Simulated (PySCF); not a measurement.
**PBE/STO-6G run of PF3 (SMILES FP(F)F)**

Aim: the energy change on altering one bond length of PF3 at PBE/STO-6G, from 2 runs. The job is set up through a Python script.

Program for the calculation: PySCF 2.14.0.

10 further runs of the same task are left out: 3 that didn't finish, 7 set aside as unsound or not needed.

## Step 1: The system as given

The species is PF3 (4 atoms), meant as a singlet with charge 0. As SMILES, `FP(F)F`. The coordinates come from a GFN2-xTB relaxation.

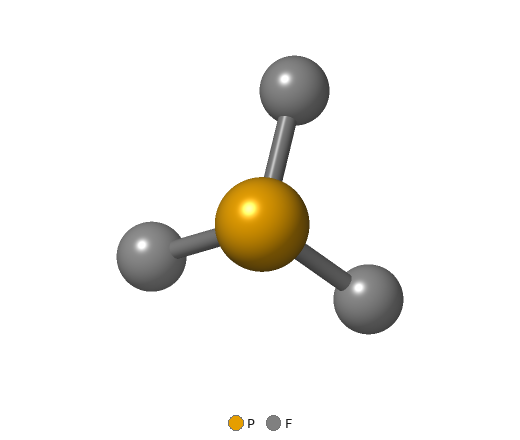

Viewed from a chosen angle; phosphorus amber, fluorine grey.

## Step 2: The energy at PBE/STO-6G

Input file input.py:

```python
# PF3
from pyscf import gto, dft

mol = gto.M(
    atom='''
P       -0.004630       0.005090       0.642290
F        1.349610      -0.029560      -0.203150
F       -0.648490       1.180250      -0.228190
F       -0.696500      -1.155780      -0.210950
''',
    spin=0,
    verbose=3,
    max_memory=1860,
    basis='sto-6g',
)

ks = dft.RKS(mol, xc='pbe')
ks.grids.level = 5
ks.conv_tol = 1e-10
ks.kernel()
if not ks.converged:
    ks = ks.newton().run(ks.mo_coeff, ks.mo_occ)

energy = ks.e_tot
print('E(%s) = %.9f' % ('PBE', energy))
```

Run with:

```
$ OMP_NUM_THREADS=1 python input.py
```

The log of the run:

```text
converged SCF energy = -637.638574597557
E(PBE) = -637.638574598
```

Wall time 4.2 s (1 thread of Arm Neoverse V1, shared host); peak memory 0.22 GiB.

## Step 3: The distorted shape at the same level

Input file calc.py:

```python
from pyscf import gto, dft

mol = gto.M(
    atom='''
P    0.133757   0.237286   0.812954
F    1.487997   0.202636  -0.032486
F   -0.510103   1.412446  -0.057526
F   -0.696500  -1.155780  -0.210950
''',
    charge=0,
    max_memory=1860,
    basis='sto-6g',
    verbose=3,
)

mf = dft.RKS(mol, xc='pbe')
mf.grids.level = 5
mf.conv_tol = 1e-10
mf.kernel()
if not mf.converged:
    mf = mf.newton().run(mf.mo_coeff, mf.mo_occ)

energy = mf.e_tot
print('E = %.10f Eh' % energy)
```

Run with:

```
$ OMP_NUM_THREADS=1 python calc.py
```

The log of the run:

```text
converged SCF energy = -637.625425395848
E = -637.6254253958 Eh
```

Run time: 9.6 s. Hardware: 1 thread of Arm Neoverse V1, shared host; peak memory 0.22 GiB.

## Step 4: Outcome

At PBE/STO-6G:

| quantity | value |
| --- | --- |
| first shape: total energy | -637.63857 Eh |
| first shape: dipole moment | 0.86 D |
| first shape: HOMO energy | -2.45 eV |
| first shape: LUMO energy | 4.98 eV |
| first shape: HOMO–LUMO gap | 7.43 eV |
| distorted shape: total energy | -637.62543 Eh |
| distorted shape: dipole moment | 1.31 D |
| distorted shape: HOMO energy | -1.66 eV |
| distorted shape: LUMO energy | 2.80 eV |
| distorted shape: HOMO–LUMO gap | 4.45 eV |
| energy change with the P1–F4 bond stretched from 1.598 to 1.918 Å | 0.358 eV |

With the P1–F4 bond stretched from 1.598 to 1.918 Å the energy rises by 0.36 eV (34.5 kJ/mol). The first shape isn't relaxed at this level, so the change isn't measured from a minimum. The minimal basis adds a large error of its own. Mulliken charges (first shape) run from -0.22 on F2 to +0.66 on P1; they depend strongly on the basis. Mulliken charges (distorted shape) run from -0.20 on F4 to +0.58 on P1.
